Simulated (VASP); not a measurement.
Band structure of MgCdTe$_{2}$ (space group P-4m2). Computed with PBEsol GGA, VASP's PBE PAW potentials (set 64) (plane waves; VASP).

Unless said otherwise, spin-orbit coupling is left out, though it shifts the bands of the heavy elements here.

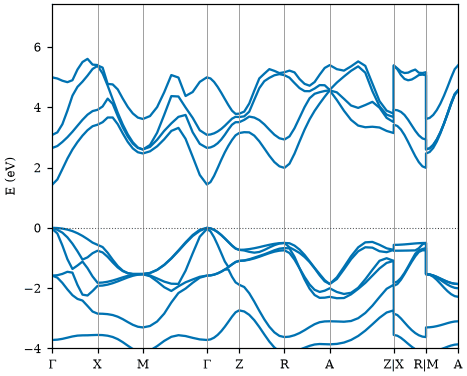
Figure: Bands along high-symmetry lines, zero at the valence-band maximum or, without a gap, the Fermi level

Task: Read the plot: is there a gap, and where are the band edges?

Result: The gap is direct, 1.44 eV, from the valence maximum at Γ to the conduction minimum at Γ. (Edges off the drawn lines would not show.)

The structure comes from a computed database's MgCdTe2 entry (P-4m2); how it stands against other phases isn't given here. It was relaxed first.
